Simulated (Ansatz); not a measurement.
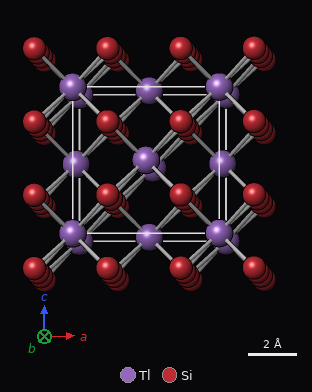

A crystal of TlSi2 (built on the fluorite_225 type) (coarse preliminary run), before the relaxation. A ball-and-stick model of the conventional cell (4 times the calculation's cell), seen from a free direction. Lengths and directions refer to the drawn axes.

Case: fluorite type (Fm-3m, No. 225).

The calculation used DFT PBE, scalar-relativistic, plane waves, PAW in Ansatz.

Input file:
```yaml
crystal:
  lattice:
    - [0.0, 3.0657570054, 3.0657570054]
    - [3.0657570054, 0.0, 3.0657570054]
    - [3.0657570054, 3.0657570054, 0.0]
  atoms:
    - { symbol: Tl, position: [0.0, 0.0, 0.0] }
    - { symbol: Si, position: [0.25, 0.25, 0.25] }
    - { symbol: Si, position: [0.75, 0.75, 0.75] }
basis:
  ecutwfc: 420
kpoints:
  mp_grid: { grid: [6, 6, 6] }
hamiltonian:
  xc: pbe
scf:
  occupations: { method: gaussian, width: 0.1 }
  lower_state_search: "off"
output:
  forces: true
  stress: true
  eigenvalues: true
relax:
  adjacent_minimum: "off"
  f_tol: 0.04
  max_steps: 70
  cell: { stress_tol: 0.4 }
```

Run as
```bash
ansatz run input.yaml --threads 1 --pin off --max-ram 2560MiB --backend cpu --events-out ev --progress --plain --runs-dir out
```

### Predict the outcome.

Over 3 accepted moves (4 points after the start) the energy falls by 303 meV per atom. All forces vanish by symmetry, so only the cell relaxes. The pressure goes from 21.83 to 0.35 GPa. At 1 point the geometry stayed and the basis and grid were re-selected for the new cell (energy shift of 2.1 meV per atom at most each time). The atoms keep their places relative to the cell (all moves are under 0.005 Å). The drawn cell changes as follows: a = b = c 6.132 → 6.666 Å (+8.7 %); the volume changes by +28.5 %. Some distances before and after: Tl1–Si2 2.655 → 2.887 Å. The space group stays Fm-3m (No. 225). The run took 6 s on 1 thread of Arm Neoverse V1, with other jobs on the host, peak memory 0.32 GiB.

The structure at the end:

```xyz
3
Lattice="0.0000 3.3332 3.3332 3.3332 0.0000 3.3332 3.3332 3.3332 0.0000" Properties=species:S:1:pos:R:3 pbc="T T T"
Tl    0.0000    0.0000    0.0000
Si    1.6666    1.6666    1.6666
Si    4.9998    4.9998    4.9998
```

After the run, drawn alike:

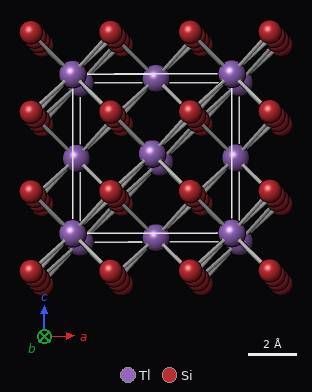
